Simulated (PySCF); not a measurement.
# C2H5B: the cost of one run

The runs use PySCF 2.14.0, with density-fitted response routines of our own; the level of theory stands in each step. All values are computed, except where a source is named. Atoms are numbered from 0 throughout.

## (1) The starting structure

8 atoms, charge 0, multiplicity 1; geometry from: PBE0-D3(BJ)/def2-SVP.

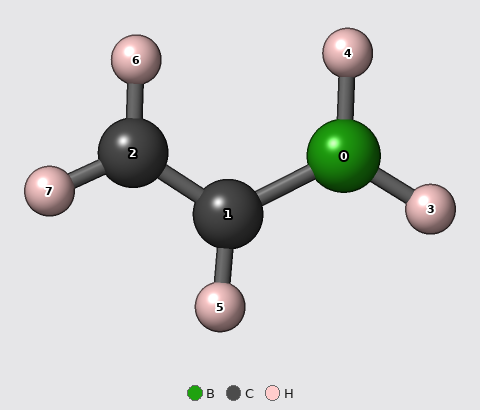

As it starts; boron green, carbon dark grey, hydrogen pink, atoms numbered.

## (2) Indirect couplings: LDA/pcJ-1

The job: settings as JSON, then the geometry in Å.

```
{"job": {"kind": "j", "xc": "LDA", "basis": "pcJ-1"}, "charge": 0, "multiplicity": 1}
B      1.239421     0.026824    -0.138870
C     -0.186073    -0.546888    -0.015551
C     -1.262353     0.259040    -0.092256
H      2.222176    -0.672322    -0.044090
H      1.377903     1.214444    -0.334274
H     -0.361038    -1.617902     0.146455
H     -1.144581     1.336674    -0.253296
H     -2.291024    -0.109310     0.001005
```

Method: LDA/pcJ-1 indirect spin-spin coupling, non-relativistic, gas phase.

Started as:

```console
OMP_NUM_THREADS=1 python probes_run.py task.json out
```

The driver reads the jobs from task.json and runs them one after another.

**Question.** How long does this first job take on 1 thread of Arm Neoverse V1, shared host, and how much memory does it need?

About 5 s, with a peak of 0.35 GiB.
